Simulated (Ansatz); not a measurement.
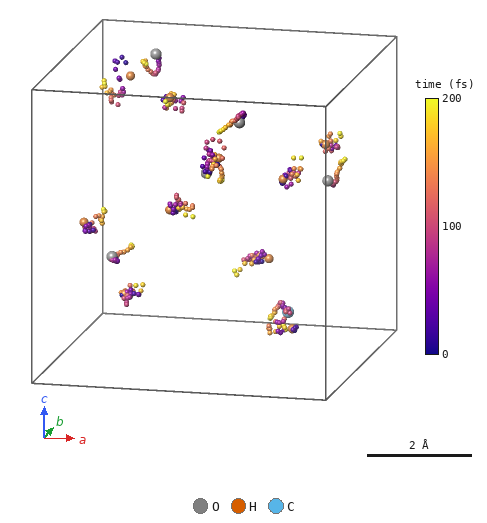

First-principles dynamics of a periodic cell with 4 H2O + 1 H2CO at 0.851 g/cm³, 200 fs long. It starts from the last geometry of an earlier run, with fresh velocities. Dots mark each atom's position at evenly spaced times, coloured by time; spheres stand at the starting positions. Seen slightly off an axis in the simulation cell.

All numbers below come from Ansatz 0.2.0, DFT PBE-D3(BJ), scalar-relativistic, plane waves, PAW. Settings: plane-wave cutoff 420 eV; k-point mesh 1 × 1 × 1; Fermi-Dirac smearing 0.02 eV; low-accuracy preset; Nosé-Hoover thermostat (NVT); set temperature 250 K; time step 0.5 fs; thermostat time 100.0 fs.

> How do the atoms move?

In the second half of the run the atoms are, in the root-mean-square, this far from where they began (common drift taken out): H 0.36 Å, O 0.34 Å, C 0.28 Å. The heavy atoms stay within a fraction of a molecule's size of their starting places; so short a run doesn't tell a liquid from a solid.

Limits of the set-up: the program's low-accuracy preset was used; the periodic images lie only 5.8 Å apart, so the values are limited by the cell's size.

Cost: 4.5 min on 1 thread of Arm Neoverse V1, on a shared host, peak memory 0.31 GiB.
